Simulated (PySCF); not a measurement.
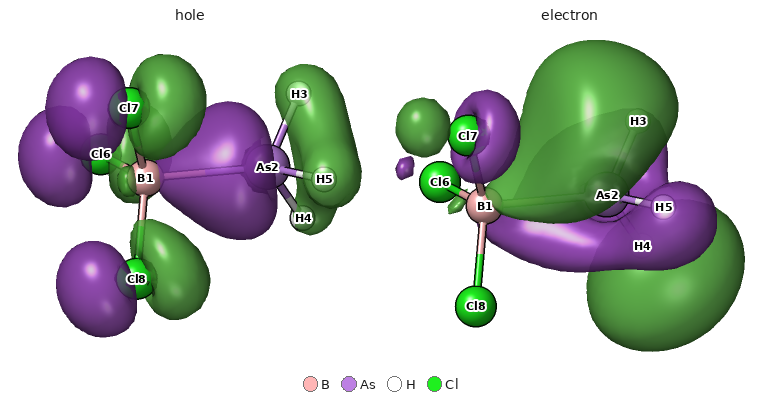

B(AsH3)Cl3 (AsBCl3H3). Leading natural transition orbital pair of S₃ (TDA singlet states); the surfaces enclose about 78 % of each orbital's density.

Level of theory: CAM-B3LYP/def2-SVPD (PySCF), at a geometry from GFN2-xTB. No frequency check shows the geometry to be a minimum. GFN2-xTB bond lengths at metals and heavier atoms can be off by up to 0.1 Å and shapes distorted, which carries into these values.

Input script:

```python
import numpy as np
from pyscf import gto, scf, dft, tdscf
from pyscf.scf import atom_ks, atom_hf
from scipy.linalg import block_diag

def solve(mol, dm0=None, hcore=None):
    mf = (dft.UKS if mol.spin else dft.RKS)(mol, xc='camb3lyp')
    mf.grids.level = 3
    mf = mf.density_fit(auxbasis='def2-universal-jkfit')
    mf.conv_tol, mf.max_cycle = 1e-8, 80
    if hcore is not None:
        mf.get_hcore = lambda *args: hcore
    mf.kernel(dm0)
    if not mf.converged:
        mf = mf.newton().run(mf.mo_coeff, mf.mo_occ, max_cycle=30)
    assert mf.converged, 'SCF not converged'
    return mf

mol = gto.M(atom='''
B     -0.64039    -0.00137     0.00004
As     1.51317     0.01382    -0.00074
H      2.24290     0.72545    -1.04937
H      2.23017    -1.25689    -0.08904
H      2.23630     0.56481     1.14418
Cl    -1.03752    -0.71301    -1.61857
Cl    -1.07616     1.74480     0.20081
Cl    -1.02998    -1.06017     1.41885
''', basis='def2-svpd', charge=0, spin=0, verbose=4)
mf = solve(mol)
td = mf.TDA()
td.nstates, td.singlet, td.conv_tol = 5, True, 1e-5
td.kernel()
td.analyze()
x, y = np.array([p[0] for p in td.xy]), np.array([p[1] + 0 * p[0] for p in td.xy])
f, mu = td.oscillator_strength(), td.transition_dipole()
nto = [td.get_nto(state=i + 1, verbose=4) for i in range(len(td.e))]
# spherically averaged free atoms, for the promolecule
atm = atom_ks.get_atm_nrks(mol, xc='camb3lyp')
pro = block_diag(*[(atm[a[0]][2] * atm[a[0]][3]) @ atm[a[0]][2].T for a in mol._atom])
np.savez('result.npz', e=td.e, f=f, ok=td.converged, w=[n[0] for n in nto], nto=[n[1] for n in nto], x=x, y=y, c=mf.mo_coeff, occ=mf.mo_occ, eps=mf.mo_energy, pro=pro, mu=mu)
```

Command:

```sh
OMP_NUM_THREADS=1 python input.py
```

The run took 13 min on 1 thread of Arm Neoverse V2, on a shared host, peak memory 0.89 GiB.

Question: Give its energy and the atoms that hole and electron lie on.

Answer: 7.38 eV (168 nm), f = 0.039, partly diffuse acceptor orbital; the leading pair carries 87 %; hole on As2 (26 %), Cl7 (23 %) and Cl6 and Cl8 (18 % each), electron on As2 (41 %), H4 (22 %) and Cl7 (13 %) (atom shares of so diffuse an orbital are rough); their centroids lie 1.4 Å apart; S₄ and S₅ lie within 0.1 eV of it. In canonical orbitals it is mainly HOMO → LUMO+2 (67 %). The HOMO–LUMO gap is 9.90 eV.
